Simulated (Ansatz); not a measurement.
Take ZnS in the zinc blende structure (space group F-43m, No. 216; a = 5.357 Å) as the base. Axes: x, y, z lie along the cube axes.

Modification: tensile biaxial strain of 1.49 % in the plane normal to [111], as in epitaxy on a mismatched substrate; the out-of-plane cell vector and the atoms relax.

Calculations: Ansatz (an electronic-structure program), PBEsol, PAW, cutoff 420 eV, scalar-relativistic without spin-orbit coupling, earlier PAW set.

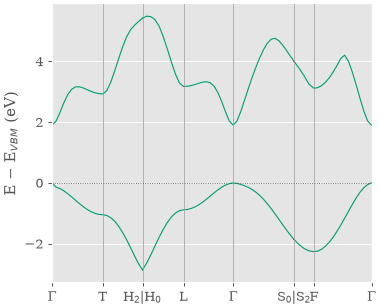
Figure. Highest valence and lowest conduction band along the path of the changed cell's own zone

Read the changed gap and its character from the plot.

About 1.9 eV, direct at Γ.

Stability against distortions was not tested. k-point labels follow each cell's own Brillouin zone.
